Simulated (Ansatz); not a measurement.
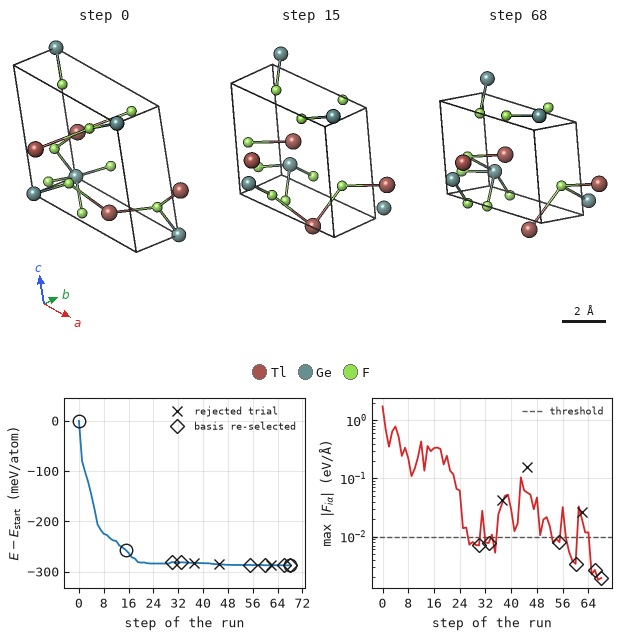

Frames of a relaxation of solid Tl2GeF4 (built on the Al2ZnS4-82 type type), marked on the history of the run. Style: ball-and-stick. Shown: the cell of the calculation, reduced to other axes, slightly off an axis. Lengths and directions refer to the drawn axes.

Case: shaken.

These are results of Ansatz 0.2.0, DFT, PBEsol, plane waves, PAW, not measurements.

The input:
```yaml
crystal:
  lattice:
    - [-2.891869409, 2.8519230474, 5.8757283536]
    - [3.0066198819, -2.8963336775, 5.9524749231]
    - [2.9493500296, 2.9538142981, -5.8971429043]
  atoms:
    - { symbol: Tl, position: [0.4935034363, 0.5213176865, -0.0072222079] }
    - { symbol: Tl, position: [0.2658573489, 0.7863564143, 0.5882899086] }
    - { symbol: Ge, position: [-0.0050825632, -0.0230962096, -0.0396255134] }
    - { symbol: F, position: [0.1334899972, 0.0867875598, 0.423206859] }
    - { symbol: F, position: [0.6744047984, 0.7215636765, 0.5769769744] }
    - { symbol: F, position: [0.2944063397, 0.8519919252, 0.9582124055] }
    - { symbol: F, position: [0.9055551582, 0.3163202793, 0.0715620708] }
kpoints:
  mp_grid: { grid: [4, 4, 4] }
hamiltonian:
  xc: pbesol
scf:
  occupations: { method: fermi_dirac, width: 0.05 }
relax:
  f_tol: 0.01
  cell: {}
  max_steps: 120
output:
  write_density: true
  write_potential: true
  elf: true
  volumetric_format: npy
```

Command:
```bash
ansatz run input.yaml --threads 4 --pin off --max-ram 4608MiB --backend cpu --events-out ev --progress --plain --runs-dir out
```

What happens along the run?

Over 59 accepted moves (68 points after the start) the energy falls by 287 meV per atom. The largest force component goes from 1.7 to 0.0019 eV/Å. The pressure goes from 1.08 to 0.01 GPa. The line search rejected the trial steps at points 37, 45, 62 of the run. The SCF was repeated 6 times at an unchanged geometry on a basis and grid sized afresh for the cell, which shifted the energy by 3.0 meV per atom at most. Tl1 moves most relative to the cell: 1.37 Å along [1 −1 −2]. By element the largest moves are Tl 1.37 Å, F 1.33 Å, Ge 0.73 Å. Cell: a 5.806 → 4.842 Å (−16.6 %), b 5.957 → 5.847 Å (−1.8 %), c 7.143 → 5.949 Å (−16.7 %), α 113.2° → 126.8°, β 113.1° → 95.1°, γ 91.1° → 87.3°. Volume −34.3 %. Among the contacts that change: Tl1–F7 4.209 → 2.533 Å, Tl1–F7 (another image) 2.652 → 3.255 Å, Ge3–F4 2.313 → 1.844 Å, Tl2–F4 2.754 → 3.135 Å. Among the angles between lasting bonds that change: F6–Ge3–F7 123.2° → 161.0°, F5–Ge3–F6 112.6° → 81.2°, F5–Ge3–F7 109.3° → 84.8°. The space group stays P1 (No. 1). From step 0 to 15: F6 moves most (1.11 Å), volume −18.7 %, energy −256 meV per atom. From step 15 to 68: F6 moves most (0.75 Å), volume −19.2 %, energy −31.1 meV per atom.

| step | E − E(0), meV/atom | largest force component, eV/Å | pressure, GPa | volume, Å³/atom | note |
| --- | --- | --- | --- | --- | --- |
| 0 | 0.00 | 1.7392 | 1.08 | 29.209 |  |
| 1 | -79.61 | 0.6863 | 0.22 | 29.090 |  |
| 2 | -101.80 | 0.3525 | -0.11 | 29.108 |  |
| 3 | -122.03 | 0.6425 | -0.93 | 28.992 |  |
| 4 | -147.46 | 0.7867 | -1.64 | 28.507 |  |
| 5 | -175.12 | 0.5241 | -1.48 | 27.557 |  |
| 6 | -205.94 | 0.2444 | -0.24 | 26.681 |  |
| 7 | -216.64 | 0.3385 | 0.74 | 26.336 |  |
| 8 | -224.57 | 0.2229 | 0.15 | 26.228 |  |
| 9 | -226.93 | 0.1099 | -0.34 | 26.248 |  |
| 10 | -233.24 | 0.1473 | 0.48 | 24.997 |  |
| 13 | -247.67 | 0.1362 | -0.03 | 24.704 |  |
| 16 | -262.69 | 0.3338 | -0.77 | 23.230 |  |
| 19 | -280.83 | 0.1745 | 0.49 | 20.916 |  |
| 22 | -282.96 | 0.1181 | 0.28 | 20.973 |  |
| 25 | -283.54 | 0.0140 | -0.03 | 21.159 |  |
| 28 | -283.58 | 0.0081 | 0.00 | 21.179 |  |
| 31 | -281.98 | 0.0279 | 0.04 | 20.740 |  |
| 34 | -281.51 | 0.0108 | 0.00 | 20.593 |  |
| 37 | -282.67 | 0.0420 | -0.05 | 20.044 | rejected |
| 41 | -283.08 | 0.0124 | -0.02 | 20.016 |  |
| 44 | -284.89 | 0.0623 | 0.16 | 19.316 |  |
| 47 | -285.95 | 0.0295 | -0.03 | 19.139 |  |
| 50 | -286.58 | 0.0197 | 0.08 | 18.999 |  |
| 53 | -286.64 | 0.0077 | 0.03 | 19.006 |  |
| 56 | -286.69 | 0.0322 | 0.20 | 18.976 |  |
| 59 | -286.60 | 0.0038 | 0.00 | 19.119 |  |
| 62 | -286.87 | 0.0269 | 0.07 | 19.213 | rejected |
| 65 | -287.06 | 0.0022 | 0.00 | 19.176 |  |
| 68 | -287.26 | 0.0019 | 0.01 | 19.185 | same geometry, new basis |
